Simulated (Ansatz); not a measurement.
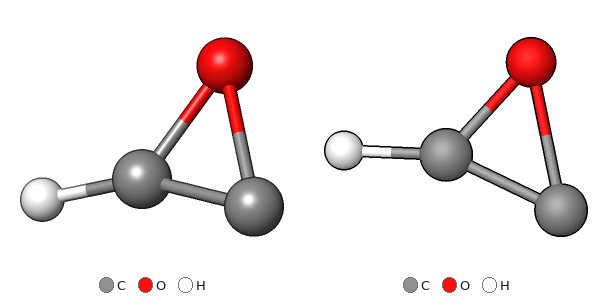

The same structure drawn twice, from different directions.

Charge 0, doublet. The computed structure is the end point of a PBE0-D4/def2-TZVP optimisation. No frequency run is at hand to confirm it as a minimum.

Question: Count the atoms of each element.

Answer: C2HO, 4 atoms: 2 carbon, 1 hydrogen and 1 oxygen.

Question: How many sets of symmetry-equivalent atoms are there?

Answer: 4: 1 C, 1 C, 1 O, 1 H.

Question: What is the point group of this geometry?

Answer: Cs.

Question: Count the bonded pairs by element.

Answer: 2 C–O, 1 C–C, 1 C–H. Sticks follow a distance rule.

More results for the same structure follow; atom numbers are the same in all pictures, views and colours differ.

### Shape

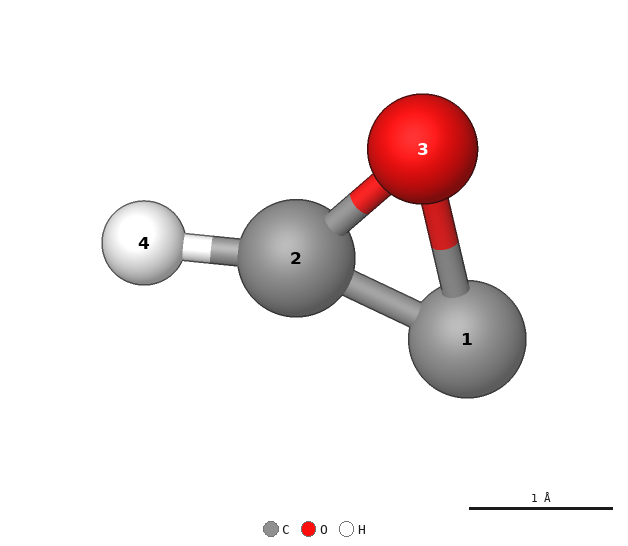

Atoms carry their numbers in the input. No frequency run is at hand to confirm it as a minimum.

Question: Which bond is the longest?

Answer: C1–O3, 1.581 Å.

### Electronic properties

No frequency run is at hand to confirm it as a minimum. Properties computed with UHF-CCSD(T), frozen core/def2-TZVPP (Ansatz 0.2.0).

Question: Give the T1 diagnostic at this level.

Answer: 0.020.

Question: Estimate the ⟨S²⟩ of the determinant.

Answer: 0.776.

### Charges

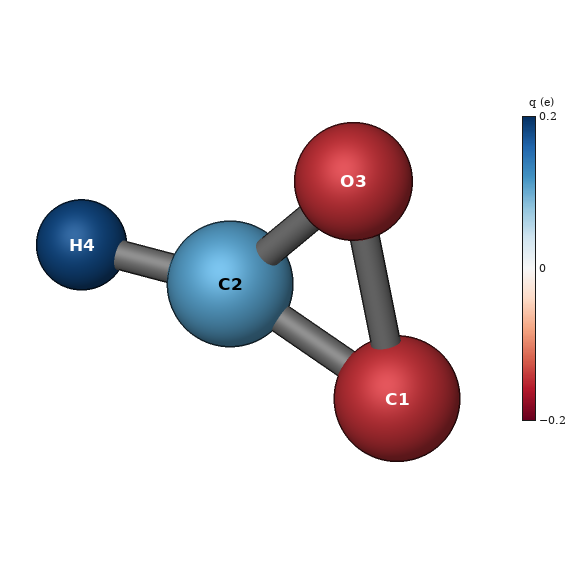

Atoms are coloured by their Mulliken charges. No frequency run is at hand to confirm it as a minimum. Method: UKS PBE0-D4/def2-TZVP (Ansatz 0.2.0).

Give the Mulliken charges atom by atom.

```csv
atom,value (e)
C1,−0.15
C2,0.11
O3,−0.15
H4,0.18
```

### Dipole moment

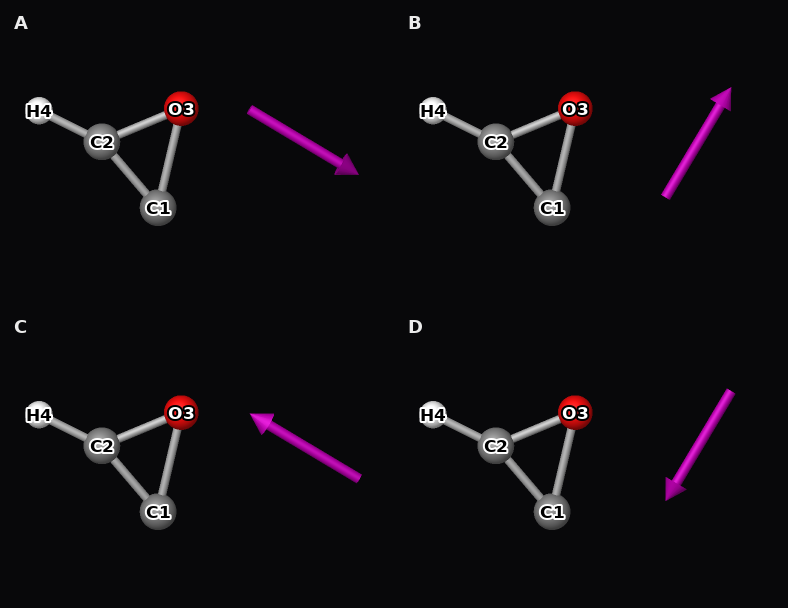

The same molecule four times, each with an arrow. No frequency run is at hand to confirm it as a minimum. Properties computed with UKS PBE0-D4/def2-TZVP (Ansatz 0.2.0).

Question: Which arrow points along the dipole moment, from the negative to the positive end?

Answer: C. The dipole moment is 3.04 D; it points from the side of C1 to the side of H4 (the outermost atoms at the two ends).

Mulliken values depend strongly on the basis set and can even reverse the polarity of a bond.
